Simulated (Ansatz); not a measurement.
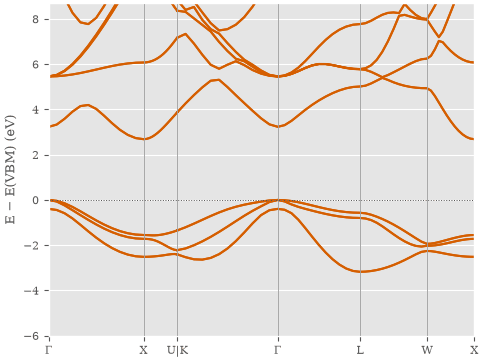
*Band structure from PBEsol with spin–orbit coupling in the plane-wave PAW code Ansatz*

**Question.** Read off the gap and where the band edges lie.

**Answer.** About 2.7 eV (2.69 eV by a search for the band edges); maximum at Γ, minimum at X.

The material is Li2Se (anti-fluorite, space group No. 225).

Space group Fm-3m (anti-fluorite). The PBEsol relaxation kept the symmetry of its start.

Potentials: the later of the program's two PAW sets.
